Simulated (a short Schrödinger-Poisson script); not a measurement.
Structure: symmetric double-gate stack, SiO2 on p-type Si(100), at 300 K.

```csv
layer,material,thickness (nm),Na (cm⁻³)
1,SiO2,3.2,-
2,Si,2,1e18
3,SiO2,3.2,-
```

Constants are typed, rounded textbook-type inputs, not results; the design itself was drawn at random and stands for no fabricated device. SiO2: permittivity 3.9, conduction-band edge (eV) 3.15, gap (eV) 9, electron mass (mₑ) 0.5. Si: permittivity 11.7, conduction-band edge (eV) 0, gap (eV) 1.124, Nv at 300 K (cm⁻³) 3.1e19.

Channel valleys (confinement mass, in-plane density-of-states mass, number): Δ2 0.916, 0.19, 2; Δ4 0.19, 0.417, 4. At the gates, both at one voltage, the conduction-band edge of layer 1 lies 3.21 eV − eVg above the Fermi level of the channel. Gaps are held at their typed values at every temperature. Mesh 0.03 nm at interfaces.

Solved with a short Schrödinger-Poisson script written for these runs: 1D Poisson equation in equilibrium, electrons quantum, Hartree (BenDaniel-Duke, 12 states a valley, the channel's in-plane mass for all, wave functions free to enter the dielectric), parabolic valleys, classical holes, full ionisation, no traps, pinning or gate leakage.

Only gate voltages with over 1e8 electrons/cm² are shown.

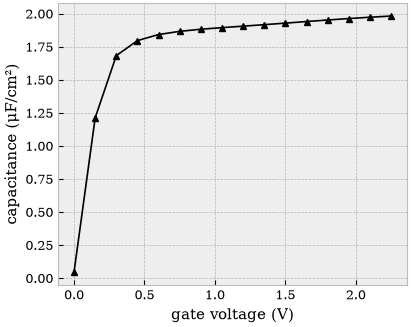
*Quasi-static capacitance against gate voltage*

| Vg (V) | electrons (cm⁻²) | C (μF/cm²) | Δ2 E0 (meV) | Δ2 E1 (meV) | Δ4 E0 (meV) | Δ4 E1 (meV) |
|---|---|---|---|---|---|---|
| 0 | 7.48e9 | 0.0461 | 163.2 | 422.7 | 329.7 | 1126.3 |
| 0.15 | 5.09e11 | 1.21 | 52.6 | 311.5 | 218.8 | 1014.6 |
| 0.3 | 1.92e12 | 1.68 | 13.6 | 271.0 | 179.2 | 972.8 |
| 0.45 | 3.56e12 | 1.80 | -7.9 | 247.7 | 156.9 | 948.0 |
| 0.6 | 5.27e12 | 1.84 | -24.1 | 229.7 | 139.9 | 928.4 |
| 0.75 | 7.01e12 | 1.87 | -37.9 | 214.1 | 125.3 | 911.2 |
| 0.9 | 8.76e12 | 1.88 | -50.3 | 199.9 | 112.1 | 895.3 |
| 1.05 | 1.05e13 | 1.90 | -61.7 | 186.6 | 99.9 | 880.4 |
| 1.2 | 1.23e13 | 1.91 | -72.3 | 174.1 | 88.5 | 866.3 |
| 1.35 | 1.41e13 | 1.92 | -82.3 | 162.3 | 77.7 | 852.9 |
| 1.5 | 1.59e13 | 1.93 | -91.4 | 151.4 | 67.8 | 840.3 |
| 1.65 | 1.77e13 | 1.94 | -99.8 | 141.2 | 58.7 | 828.5 |
| 1.8 | 1.95e13 | 1.95 | -107.4 | 131.8 | 50.3 | 817.6 |
| 1.95 | 2.14e13 | 1.96 | -114.2 | 123.2 | 42.7 | 807.4 |
| 2.1 | 2.32e13 | 1.97 | -120.3 | 115.3 | 35.8 | 797.9 |
| 2.25 | 2.51e13 | 1.98 | -125.9 | 108.1 | 29.5 | 789.0 |

Subbands count from the Fermi level. The capacitance is that of both gates.
